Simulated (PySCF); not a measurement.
SMILES COC(=O)[SiH2][SiH2]c1ccccc1 (C8H12O2Si2), GFN2-xTB optimised geometry. Atoms within 1.6 Å of the plane z = 0.0 Å (x, y, z in Å): O4 (-0.70, -4.18, -1.30), Si6 (-0.83, -0.34, -0.01), C7 (0.12, 1.29, 0.00), C8 (-0.53, 2.52, -0.01), C9 (0.18, 3.71, -0.01), C10 (1.56, 3.69, 0.00), C11 (2.23, 2.47, 0.00), C12 (1.51, 1.29, 0.00), H13 (-3.31, -4.65, -1.12), H18 (-0.42, -1.09, 1.19), H19 (-2.25, -0.02, 0.17), H20 (-1.61, 2.54, -0.01), H21 (-0.35, 4.65, -0.01), H22 (2.12, 4.61, 0.00), H23 (3.31, 2.45, 0.00), H24 (2.04, 0.35, 0.00).

Method: PySCF with B3LYP/def2-SVP. Cells within 0.4 Å of a nucleus heavier than hydrogen are left out (blank, or x).

Map of the LUMO amplitude (bohr^(-3/2)) on the plane z = 0.0 Å; orbital energy -0.92 eV, overall sign arbitrary:

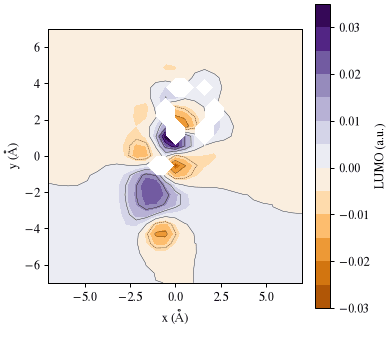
Fig. 1. LUMO amplitude (bohr^(-3/2)) on the plane z = 0.0 Å.
